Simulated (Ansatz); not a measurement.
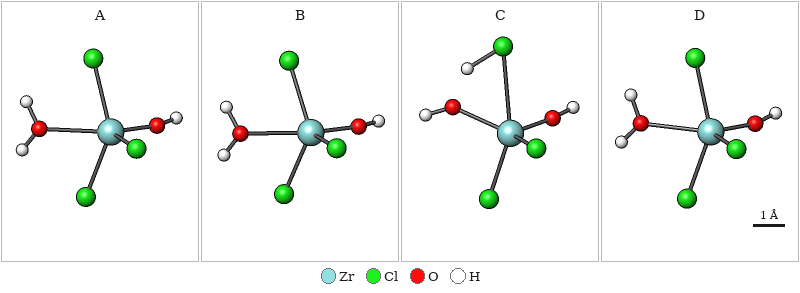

4 geometries from a converged minimum-energy path of ZrH3O2Cl3, shuffled. Style: ball-and-stick. Shown at a tilt.

Computed with Ansatz 0.2.0, RKS B3LYP/def2-SVP. Set-up: 5 movable images; climbing image; force threshold 0.05 eV/Å; iteration limit 60; starting path through a guess of the saddle point.

Which of them lies highest in energy?

Answer. C. In order along the path, whose images run from 0 to 6: B (image 1, +3.2 kJ/mol), A (image 2, +9.5 kJ/mol), D (image 3, +14.9 kJ/mol), C (image 5, +89.6 kJ/mol). Breaking: H–O (0.97 → 1.92 Å), Cl–Zr (2.41 → 3.97 Å). Forming: Cl–H (2.68 → 1.31 Å).

The run took 7.1 min on 4 threads of Arm Neoverse V1 (shared host), peak memory 0.38 GiB.
